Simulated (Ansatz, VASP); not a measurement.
# C (Diamond) in two plane-wave programs

Aim: how closely do two programs agree when they are given the same cell, functional and k mesh? The cell is taken from a series of VASP runs on this material, whose earlier steps may have relaxed, scaled or displaced it; both programs get it as it stands. Valence electrons are named where the data sets of a main pair hold unlike numbers.

Program: Ansatz 0.2.0. Level of theory: plane waves, with VASP 6.6.1 beside it; single point at PBE with D3(BJ) and band structure at PBE with D3(BJ). Results are calculated unless marked as measured.

### 1. The starting structure

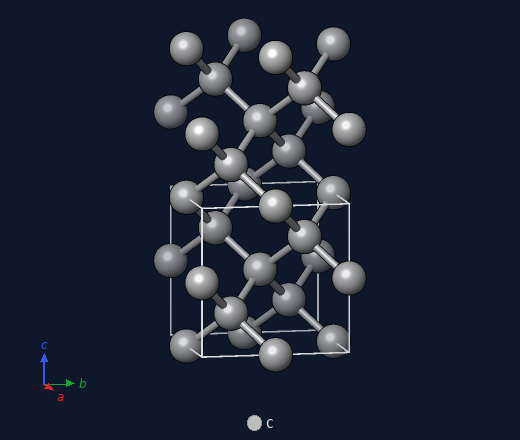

The cell as given, slightly off an axis (carbon light grey). 1×1×2 cells are drawn. This picture shows the conventional cell, with its axes. Some periodic images of atoms are drawn too.

Structure file:

```cif
data_structure
_symmetry_space_group_name_H-M 'Fd-3m:1'
_symmetry_Int_Tables_number 227
_cell_length_a 3.5587
_cell_length_b 3.5587
_cell_length_c 3.5587
_cell_angle_alpha 90.000
_cell_angle_beta 90.000
_cell_angle_gamma 90.000
_cell_volume 45.07
loop_
_atom_site_label
_atom_site_type_symbol
_atom_site_symmetry_multiplicity
_atom_site_Wyckoff_symbol
_atom_site_fract_x
_atom_site_fract_y
_atom_site_fract_z
_atom_site_occupancy
C1 C 8 b 0.00000 0.00000 0.50000 1
```

### 2. Ansatz: single point, PBE with D3(BJ)

Ansatz runs on its default PAW (the set named soft_2) files.

A single point gives forces, pressure and levels at one fixed geometry, so differences don't come from the geometry; what else differs is listed under the comparison.

input.yaml reads:

```yaml
crystal:
  lattice:
    - [0.0, 1.7793663622, 1.7793663622]
    - [1.7793663622, 0.0, 1.7793663622]
    - [1.7793663622, 1.7793663622, 0.0]
  atoms:
    - { symbol: C, position: [0.0, 0.0, 0.0] }
    - { symbol: C, position: [0.25, 0.25, 0.25] }
hamiltonian:
  xc: pbe
  pseudopotentials: { kind: paw }
  dispersion: d3bj
kpoints:
  mp_grid: { grid: [13, 13, 13] }
scf:
  occupations: { method: gaussian, width: 0.05 }
  n_extra_bands: 4
output:
  forces: true
  stress: true
  eigenvalues: true
  write_density: true
  write_potential: true
  elf: true
  volumetric_format: npy
```

On the command line:

```console
ansatz run input.yaml --threads 2 --pin off --max-ram 4608MiB --backend cpu --events-out ev --progress --plain --runs-dir out
```

Numbers of over 12 decimals in the logs are rounded to 6 here.

Output:

```text
scf.n_extra_bands = 4 over 4 filled bands (N_el = 8.0): the run solves 8 bands
Engine: ansatz 0.2.0, aarch64-unknown-linux-gnu
Pseudopotentials: kind: paw
Pseudopotential: C, paw, valence charge 4, recommended cutoff 420 eV (normal), C.paw.azcp
Functional definition: PBE
  parameter kappa = 0.804
  parameter beta = 0.066725
  exchange = pbe_x(kappa = kappa, mu = beta*pi^2/3)
  correlation = pbe_c(beta = beta)
Crystal: 2 atoms, lattice volume = 11.267 Å³
Basis set: ecut = 420 eV, 229 PW (Γ), exchange–correlation on 36×36×36 points (8 copies of the dense FFT grid, shifted against one another)
Bands: 8, of which v1, the nominal top of the filled ones, is band 4 counted from 1 (3 counted from 0)
Symmetry: 48 space group operations
Space group: Fd-3m (ITA 227), of the structure as read, at distance tolerance 2.2e-5 Å
k-points: 84 of 2197
Non-local potential: C, projectors of the file, l = 0: 2, l = 1: 2, l = 2: 1
PAW form: soft (Blöchl's): semilocal exchange-correlation on the pseudo side does not see the compensation charge
PAW one-centre angular grid: C, 110 points (default); XC on 64 Gauss nodes
Initial density: superposition of atomic densities (neutral atoms: chi_scale 0, normalization atom), corrected by the library's trained network
Initial wavefunctions: pseudopotential atomic-orbital guess
Functional: x = pbe(κ = 0.804, μ = 0.219515), c = pbe(β = 0.066725)
SCF iter   1: F=—  HF=-501.999100 eV  |F-HF|=—  |Δ(HF+E_count)|=         —  Δρ=1.72e-3  dr2=6.95e-5  ethr=1.77e-3  ⟨swp⟩=4.8  Hψ=4370  notcnv=0
preconditioner: auto → none  [insulator: Δε(μ)=4.172 eV  Ē_g=19.731 eV  σ=0.050 eV  W_gap=1.00  n_scr=0 (ndim 8)  ℏωp=31.3 eV  f_vac=0.000  D(μ)=0.00/eV (n_scr^D=0)  ε∞_Penn≈3.5]
SCF iter   2: F=—  HF=-501.999198 eV  |F-HF|=—  |Δ(HF+E_count)|=   9.81e-5  Δρ=8.89e-4  dr2=2.03e-5  ethr=8.68e-7  ⟨swp⟩=2.0  Hψ=1676  notcnv=0
SCF iter   3: F=—  HF=-501.999256 eV  |F-HF|=—  |Δ(HF+E_count)|=   5.78e-5  Δρ=1.40e-4  dr2=1.46e-6  ethr=2.54e-7  ⟨swp⟩=2.1  Hψ=997  notcnv=0
SCF iter   4: F=—  HF=-501.999255 eV  |F-HF|=—  |Δ(HF+E_count)|=   4.49e-7  Δρ=6.51e-5  dr2=2.97e-7  ethr=1.82e-8  ⟨swp⟩=1.0  Hψ=676  notcnv=0
iter 5 did not close the SCF: its close was put off for the readings that it lacked (scf_convergence_deferred on its scf_iter line)
SCF iter   5: F=-501.999255 eV  HF=-501.999255 eV  |F-HF|=1.38e-9  |Δ(HF+E_count)|=   6.97e-8  Δρ=8.59e-6  dr2=3.99e-9  ethr=3.71e-9  ⟨swp⟩=2.2  Hψ=993  notcnv=0
SCF iter   6: F=-501.999255 eV  HF=-501.999255 eV  |F-HF|=4.32e-11  |Δ(HF+E_count)|=  7.90e-10  Δρ=1.57e-6  dr2=1.29e-10  ethr=4.98e-11  ⟨swp⟩=4.1  Hψ=3042  notcnv=0
SCF 1 converged in 6 iterations: F = -501.999255 eV  dr2 = 1.29e-10
  greatest PAW one-centre occupation: 0.645 electrons in one spin orbital (limit 2), on the C atom at site 1 (counted from 0), in its partial waves of l = 0
SCF converged after 6 iterations
Free energy (F): -501.999255 eV
Harris-Foulkes:  -501.999255 eV  (|F-HF|=4.32e-11)
Internal energy: -501.999255 eV  (E = F + TS)
E sigma→0 (E₀):  -501.999255 eV
Fermi energy:    15.520313 eV
--- Per-component energies (eV) ---
  E_band       = 35.349442
  E_kinetic    = 185.001395
  E_local      = -121.908591  (includes V_loc(G=0)·N_el)
  E_nonlocal   = 53.400049
  E_hartree    = 26.674409
  E_xc         = -97.552252
  E_vxc        = -121.115883  (∫ρ·V_xc dr)
  E_paw        = -198.484754  (= ΣΔE_a)
  E_vpaw       = -13.376274  (= ΣTr[D̂ρ^β])
  E_aug_tail   = 0.000017  (compensation charges beyond the density's cutoff)
  E_ewald      = -348.744289
  E_disp       = -0.385239  (pairwise vdW)
  E_smearing   = -0.000000  (= −TS)
  E_closure    = 0.000000  (closes the sum)
  Σ components = -501.999255   (vs F -501.999255, Δ=0.00e0)
--- Forces (eV/Å), atoms counted from 1 ---
  atom   1  C      0.00000000     0.00000000     0.00000000
  atom   2  C      0.00000000     0.00000000     0.00000000
  max |Σ_I F_I| component: 1.71e-16 eV/Å
--- Stress (GPa, compression-positive) ---
       -0.679381       0.000000       0.000000
        0.000000      -0.679381      -0.000000
        0.000000       0.000000      -0.679381
  P = ⅓ Tr σ = -0.6794 GPa (-6.794 kbar)
--- Band table (eV; the first three rows and the last of 84) ---
  k-point 0: bands = ["-8.1315", "13.4381", "13.4381", "13.4381", "19.0509", "19.0509", "19.0509", "26.8704"]
  k-point 1: bands = ["-7.9669", "12.3657", "13.1570", "13.1570", "19.4190", "19.4190", "19.6865", "27.0083"]
  k-point 2: bands = ["-7.4748", "10.0864", "12.5232", "12.5232", "20.2519", "20.2519", "20.7223", "27.4091"]
  k-point 83: bands = ["0.6152", "2.0707", "4.7280", "5.7130", "23.6625", "23.7583", "25.6004", "26.8980"]
```

It took 0.88 s on 2 threads of Arm Neoverse N1, shared host; peak memory 0.25 GiB.

The column dr2 measures how far the density is from self-consistency, as an energy; F and HF (Harris–Foulkes) agree once it is small.

The run ends at a pressure of -0.68 GPa.

### 3. VASP: single point, PBE with D3(BJ)

The same cell, functional, mesh and smearing now go to VASP, with its own data sets.

Lines of VASP's logs that name or quote its potential files are left out, and so is its time.

INCAR reads:

```
SYSTEM = C
PREC = Accurate
ENCUT = 520
EDIFF = 1E-06
NELM = 100
ISMEAR = 0
SIGMA = 0.05
LREAL = .FALSE.
ALGO = Normal
GGA = PE
IVDW = 12
NBANDS = 10
LORBIT = 11
LWAVE = .FALSE.
LCHARG = .TRUE.
ISIF = 2
LELF = .TRUE.
LVHAR = .TRUE.
```

POSCAR reads:

```
C
1.0
    0.0000000000      1.7793663622      1.7793663622
    1.7793663622      0.0000000000      1.7793663622
    1.7793663622      1.7793663622      0.0000000000
C
2
Direct
    0.0000000000      0.0000000000      0.0000000000
    0.2500000000      0.2500000000      0.2500000000
```

KPOINTS reads:

```
Automatic mesh
0
Gamma
13 13 13
0 0 0
```

The projector-augmented-wave data sets are C (PBE family, release 64).

On the command line:

```console
mpirun -np 2 vasp_std
```

Output:

```text
[banner, memory and clock lines left out]
running    2 mpi-ranks, on    1 nodes
 distrk:  each k-point on    2 cores,    1 groups
 distr:  one band on    1 cores,    2 groups

 POSCAR found type information on POSCAR C
 POSCAR found :  1 types and       2 ions
 LDA part: xc-table for (Slater+PW92), standard interpolation
 POSCAR, INCAR and KPOINTS ok, starting setup
 FFT: planning ... GRIDC
 FFT: planning ... GRID_SOFT
 FFT: planning ... GRID
 WAVECAR not read
 entering main loop
       N       E                     dE             d eps       ncg     rms          rms(c)
DAV:   1    -0.834012932730E+00   -0.83401E+00   -0.48690E+03  1736   0.792E+02
DAV:   2    -0.184859692288E+02   -0.17652E+02   -0.16972E+02  2264   0.122E+02
DAV:   3    -0.188345756002E+02   -0.34861E+00   -0.34760E+00  1962   0.137E+01
DAV:   4    -0.188352597026E+02   -0.68410E-03   -0.68406E-03  1834   0.717E-01
DAV:   5    -0.188352605343E+02   -0.83170E-06   -0.83169E-06  1890   0.245E-02    0.561E+00
DAV:   6    -0.183460428286E+02    0.48922E+00   -0.27285E-01  1752   0.392E+00    0.335E+00
DAV:   7    -0.181814204995E+02    0.16462E+00   -0.32881E-01  1852   0.436E+00    0.771E-01
DAV:   8    -0.181831836770E+02   -0.17632E-02   -0.78677E-03  1748   0.715E-01    0.437E-02
DAV:   9    -0.181832180023E+02   -0.34325E-04   -0.65975E-05  2082   0.693E-02    0.240E-02
DAV:  10    -0.181832378835E+02   -0.19881E-04   -0.15532E-05  1732   0.380E-02    0.512E-03
DAV:  11    -0.181832379303E+02   -0.46782E-07   -0.19741E-07  1504   0.445E-03
   1 F= -.18568417E+02 E0= -.18568417E+02  d E =-.102274E-13
```

Parts of OUTCAR (step 3):

```text
ion  position               nearest neighbor table
   1  0.000  0.000  0.000-   2 1.54   2 1.54   2 1.54   2 1.54
   2  0.250  0.250  0.250-   1 1.54   1 1.54   1 1.54   1 1.54

  LATTYP: Found a face centered cubic cell.
 ALAT       =     3.5587327244

 Subroutine GETGRP returns: Found 48 space group operations
 (whereof 24 operations were pure point group operations)

The static configuration has the point symmetry T_d .
 The point group associated with its full space group is O_h .

 Found     84 irreducible k-points:

   k-points           NKPTS =     84   k-points in BZ     NKDIM =     84   number of bands    NBANDS=     10

   dimension x,y,z NGX =    20 NGY =   20 NGZ =   20
   dimension x,y,z NGXF=    40 NGYF=   40 NGZF=   40

   ENCUT  =  520.0 eV  38.22 Ry    6.18 a.u.   4.68  4.68  4.68*2*pi/ulx,y,z

   NELECT =       8.0000    total number of electrons

 k-points in reciprocal lattice and weights: Automatic mesh
   0.00000000  0.00000000  0.00000000       0.000
   0.07692308  0.00000000  0.00000000       0.004
   0.15384615  0.00000000  0.00000000       0.004
   0.23076923  0.00000000  0.00000000       0.004
   0.30769231  0.00000000  0.00000000       0.004
   0.38461538  0.00000000  0.00000000       0.004
   0.46153846  0.00000000  0.00000000       0.004
   0.07692308  0.07692308  0.00000000       0.003
   0.15384615  0.07692308  0.00000000       0.011
[...]
-0.30769231  0.46153846  0.15384615       0.011
  -0.30769231  0.46153846  0.23076923       0.011

 average (electrostatic) potential at core
       1 -45.2843       2 -45.2843

 E-fermi :  10.0627

 k-point     1 :       0.0000    0.0000    0.0000
  band No.  band energies     occupation
      1     -11.7403      2.00000
      2       9.8279      2.00000
      3       9.8279      2.00000
      4       9.8279      2.00000
      5      15.4363      0.00000
      6      15.4363      0.00000
      7      15.4363      0.00000
      8      23.3147      0.00000
      9      29.2081      0.00000
    ...

 k-point     2 :       0.0769    0.0000    0.0000
  band No.  band energies     occupation
      1     -11.5756      2.00000
      2       8.7568      2.00000
      3       9.5470      2.00000
      4       9.5470      2.00000
      5      15.8045      0.00000
      6      15.8045      0.00000
      7      16.0721      0.00000
      8      23.4515      0.00000
      9      29.4852      0.00000
    ...

 k-point     3 :       0.1538    0.0000    0.0000
  band No.  band energies     occupation
      1     -11.0832      2.00000
      2       6.4777      2.00000
      3       8.9140      2.00000
      4       8.9140      2.00000
      5      16.6372      0.00000
      6      16.6372      0.00000
      7      17.1123      0.00000
      8      23.8470      0.00000
      9      30.1001      0.00000
    ...

 Edisp (eV)   -0.38518

  Total       0.00214     0.00214     0.00214     0.00000     0.00000     0.00000
  in kB       0.30368     0.30368     0.30368     0.00000     0.00000     0.00000
  external pressure =        0.30 kB  Pullay stress =        0.00 kB

  energy-cutoff  :      520.00
  volume of cell :       11.27
      direct lattice vectors                 reciprocal lattice vectors
     0.000000000  1.779366362  1.779366362    -0.280998905  0.280998905  0.280998905
     1.779366362  0.000000000  1.779366362     0.280998905 -0.280998905  0.280998905
     1.779366362  1.779366362  0.000000000     0.280998905  0.280998905 -0.280998905

 POSITION                                       TOTAL-FORCE (eV/Angst)
 -----------------------------------------------------------------------------------
      0.00000      0.00000      0.00000         0.000000      0.000000      0.000000
      0.88968      0.88968      0.88968        -0.000000     -0.000000     -0.000000
 -----------------------------------------------------------------------------------
    total drift:                                0.000000      0.000000      0.000000

  FREE ENERGIE OF THE ION-ELECTRON SYSTEM (eV)
  ---------------------------------------------------
  free  energy   TOTEN  =       -18.5684173305 eV

  energy  without entropy=      -18.5684173305  energy(sigma->0) =      -18.56841733

 total charge
# of ion       s       p       d       tot
------------------------------------------
    1        0.830   1.755   0.000   2.585
    2        0.830   1.755   0.000   2.585
--------------------------------------------------
tot          1.661   3.510   0.000   5.171

[... 3 further parts left out ...]
```

The run ends at a pressure of 0.03 GPa.

### 4. Side by side

Known differences besides the potentials themselves: the cutoff is 420 eV in Ansatz and 520 eV in VASP; VASP leaves aspherical gradient terms in its spheres out (LASPH is not set), Ansatz keeps them. Total energies have different zeros and are not compared.

The two programs side by side:

```csv
quantity,Ansatz,VASP,difference
pressure (GPa),-0.68,0.03,-0.71
pressure without Ansatz's Pulay correction (GPa),-1.71,0.03,-1.74
gap on the k mesh (eV),4.165,4.157,+0.008
```

A gap on the mesh is an upper bound, since the band edges may lie between its points. Ansatz's pressure holds a Pulay correction of 1.03 GPa; VASP's holds none.

### 5. VASP: band structure, PBE with D3(BJ)

Levels along a path test the potential and the projectors away from the mesh points.

INCAR reads:

```
SYSTEM = C
PREC = Accurate
ENCUT = 520
EDIFF = 1E-06
NELM = 100
ISMEAR = 0
SIGMA = 0.05
LREAL = .FALSE.
ALGO = Normal
GGA = PE
IVDW = 12
NBANDS = 16
LORBIT = 11
LWAVE = .FALSE.
LCHARG = .FALSE.
KPAR = 2
```

POSCAR is that of step 3.

KPOINTS is that of step 3.

KPOINTS_OPT reads:

```
Line mode
16
Line-mode
Reciprocal
  0.00000000   0.00000000   0.00000000 GAMMA
  0.50000000   0.00000000   0.50000000 X

  0.50000000   0.00000000   0.50000000 X
  0.50000000   0.25000000   0.75000000 W

  0.50000000   0.25000000   0.75000000 W
  0.37500000   0.37500000   0.75000000 K

  0.37500000   0.37500000   0.75000000 K
  0.00000000   0.00000000   0.00000000 GAMMA

  0.00000000   0.00000000   0.00000000 GAMMA
  0.50000000   0.50000000   0.50000000 L

  0.50000000   0.50000000   0.50000000 L
  0.62500000   0.25000000   0.62500000 U

  0.62500000   0.25000000   0.62500000 U
  0.50000000   0.25000000   0.75000000 W

  0.50000000   0.25000000   0.75000000 W
  0.50000000   0.50000000   0.50000000 L

  0.50000000   0.50000000   0.50000000 L
  0.37500000   0.37500000   0.75000000 K

  0.62500000   0.25000000   0.62500000 U
  0.50000000   0.00000000   0.50000000 X
```

On the command line:

```console
mpirun -np 2 vasp_std
```

Output:

```text
[banner, memory and clock lines left out]
running    2 mpi-ranks, on    1 nodes
[...]
LDA part: xc-table for (Slater+PW92), standard interpolation
 POSCAR, INCAR and KPOINTS ok, starting setup
[...]
entering main loop
       N       E                     dE             d eps       ncg     rms          rms(c)
DAV:   1     0.282747600206E+01    0.28275E+01   -0.45217E+03  2760   0.496E+02
DAV:   2    -0.185419153755E+02   -0.21369E+02   -0.20701E+02  3576   0.111E+02
DAV:   3    -0.188350536018E+02   -0.29314E+00   -0.29303E+00  3016   0.966E+00
DAV:   4    -0.188352603636E+02   -0.20676E-03   -0.20676E-03  3624   0.328E-01
[...]
DAV:   9    -0.181832125987E+02   -0.15400E-04   -0.29429E-05  3592   0.334E-02    0.238E-02
DAV:  10    -0.181832380374E+02   -0.25439E-04   -0.16937E-05  3096   0.260E-02    0.400E-03
DAV:  11    -0.181832378862E+02    0.15124E-06   -0.13058E-07  2600   0.244E-03
   1 F= -.18568417E+02 E0= -.18568417E+02  d E =-.859165E-13
 Start KPOINTS_OPT (optional k-point list driver)
k-point batch [1-84\160]
       N       E                     dE             ncg
DAV:   1     0.267509014188E+04   -0.24429E+05     2736
DAV:   2     0.858511846263E+03   -0.18166E+04     3520
DAV:   3     0.828493221722E+03   -0.30019E+02     3144
DAV:   4     0.828472105291E+03   -0.21116E-01     3480
DAV:   5     0.828472088244E+03   -0.17047E-04     3184
DAV:   6     0.828472088225E+03   -0.18691E-07     2760
k-point batch [85-160\160]
       N       E                     dE             ncg
DAV:   1     0.474120046131E+04   -0.32472E+05     2488
DAV:   2     0.312378472243E+04   -0.16174E+04     3216
DAV:   3     0.310386112430E+04   -0.19924E+02     3040
DAV:   4     0.310384923291E+04   -0.11891E-01     3248
DAV:   5     0.310384922460E+04   -0.83085E-05     3080
DAV:   6     0.310384922460E+04   -0.61409E-08     2568
```

(Continued in part 2 of 2.)

[Lines on the potential files, build, host, timing and source positions are cut from VASP's logs without a mark.]

[Logs are printed without paths, hosts, clocks, repeated set-up lines and the standing remarks that a program may print on its own settings, such as how far it seeks lower states.]

[Hosts, paths, dates, database ids (printed as entryN), source tags and the programs' standing remarks are cut or masked in the printed files.]
